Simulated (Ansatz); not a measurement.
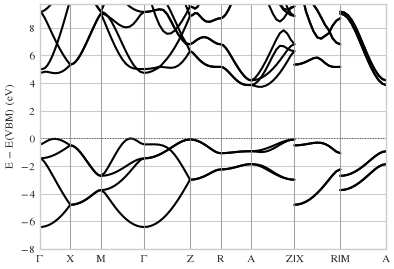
Figure: Band structure from the program Ansatz at the PBE level (PAW)

The gap is 3.72 eV; an edge lies off the plotted path or next to a special point (maximum off the standard path, minimum on the A–Z line, 21 % of the way from A).

The material is MgH₂ (rutile, P4_2/mnm).

The PBE relaxation kept the symmetry of its start.

Potentials: the later of the program's two PAW sets.
